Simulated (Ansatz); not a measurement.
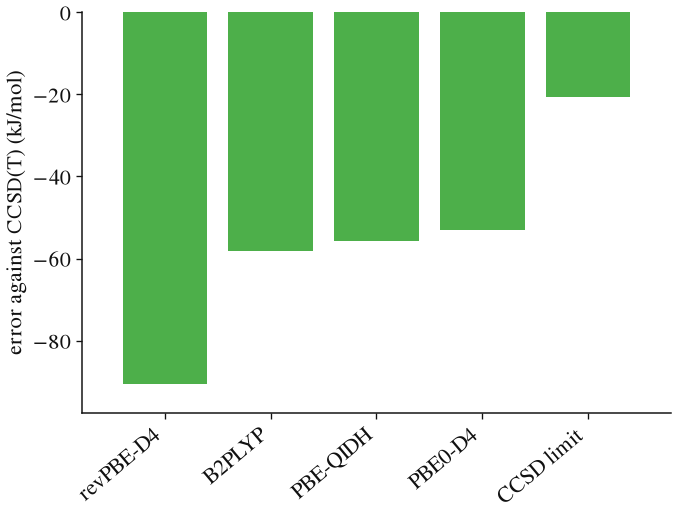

Error in the electronic atomisation energy (method less reference, so positive means overbinding) of Si₃H₈, SMILES [SiH3][SiH2][SiH3]: functionals in def2-TZVPP against frozen-core CCSD(T) at the limit (MP2 extrapolated from triple and quadruple zeta, plus CCSD(T) less MP2 in a smaller set), which gives 3136.2 kJ/mol, at a PBE0-D4/def2-TZVP geometry (a minimum by its frequencies), no zero-point or spin-orbit term, the Ansatz code 0.2.0. The reference leaves out core correlation, a term that grows with the number of heavy atoms. B2PLYP and PBE-QIDH hold a correlation term that converges slowly with the basis, so part of the distance to the limit is basis error. No dispersion term is added to B2PLYP and PBE-QIDH. Limit means the basis limit.

Question: What range do the values span?

Answer: From −90.5 kJ/mol (revPBE-D4) to −20.5 kJ/mol (CCSD limit).

Question: Give the values.

Answer:
```
     level  kJ/mol
 revPBE-D4   −90.5
    B2PLYP   −58.1
  PBE-QIDH   −55.6
   PBE0-D4   −53.1
CCSD limit   −20.5
```
